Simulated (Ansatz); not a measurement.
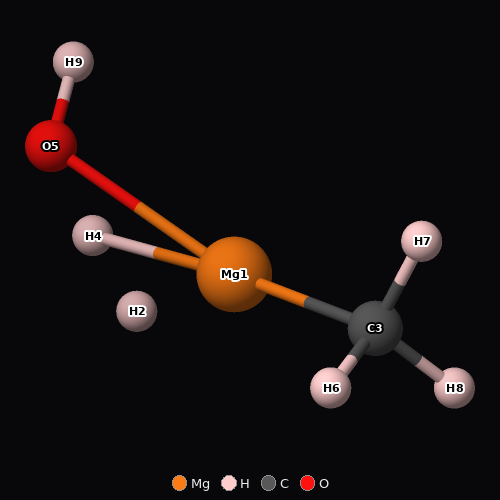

The system is the reacting system CH₆MgO (fragments CH₄Mg + H₂O where the first distance is long, CH₄MgO + H₂ where the second is long); the picture shows the reference structure. The first coordinate is: distance Mg1–O5 (bond that forms); the second: distance H4–O5 (bond that breaks). Relaxed at each point: all other coordinates. The grid has 13 × 13 points. Points are written as (first, second). Energies are in kJ/mol, from the lowest grid point. The reference is spin-restricted, so regions where a bond is pulled apart into radicals lie too high. The calculation used RKS PBE-D4/def2-SVP in Ansatz.

Its coordinates:

```xyz
9

Mg    0.0234    0.1432   -0.0688
H     1.5245    1.7471   -0.6327
C    -1.5454   -1.1142   -0.6353
H     1.6502    1.5437    0.3232
O     1.5453    1.1285    1.5279
H    -2.5249   -0.6826   -0.3386
H    -1.4626   -2.1137   -0.1588
H    -1.5648   -1.2640   -1.7351
H     2.3542    0.6123    1.7182
```

Range: distance Mg1–O5 (bond that forms) from 1.863 to 3.063 Å; distance H4–O5 (bond that breaks) from 0.873 to 2.673 Å.

Question: What landscape does the calculation give?

Answer: The lowest grid point is at (1.863 Å, 2.306 Å). It lies at the edge of the scanned range, so the true minimum may lie outside. A higher local minimum lies near (2.075 Å, 0.954 Å) (30 kJ/mol above the lowest at that grid point). The highest grid point, (3.063 Å, 2.673 Å), lies 285 kJ/mol above the lowest.

```
second ↓, first →  1.863  1.917  1.991  2.075  2.167  2.265  2.368  2.475  2.586  2.701  2.818  2.939  3.063
            2.673      1      6     17     34     56     83    112    141    171    201    230    258    285
            2.487      0      5     16     33     55     82    110    140    169    199    227    255    281
            2.306      0      5     15     32     54     81    109    138    167    196    224    251    276
            2.129      0      5     15     32     54     80    108    136    164    193    220    246    270
            1.957      2      6     16     33     54     80    107    135    162    189    214    239    262
            1.791      7     10     20     35     56     80    106    132    158    182    206    228    248
            1.630     15     17     26     40     60     81    104    126    149    170    190    209    225
            1.476     27     28     35     47     63     80     98    117    135    152    168    183    196
            1.329     41     41     44     51     61     73     87    100    114    127    139    150    160
            1.191     52     48     47     48     52     59     68     77     86     95    103    110    118
            1.065     54     47     41     38     38     41     45     51     57     64     70     76     81
            0.954     52     42     34     30     30     33     38     44     51     57     63     68     73
            0.873     83     73     65     61     61     64     69     75     81     88     94    100    105
```

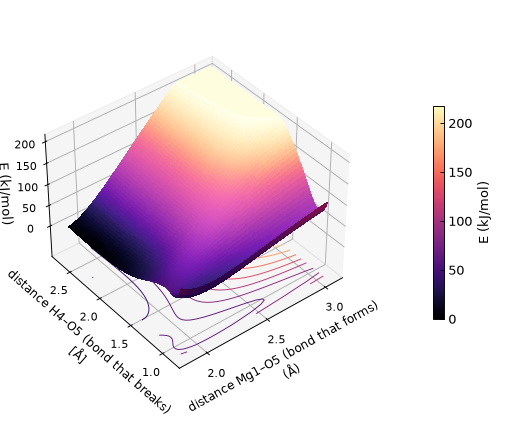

The picture shows a relief with its contours projected below, any walls above the top of the colour scale cut off. Between grid points the surface is interpolated.

The whole map (169 points run) took 30 min on 1 thread of Arm Neoverse V1, with other jobs on the host.
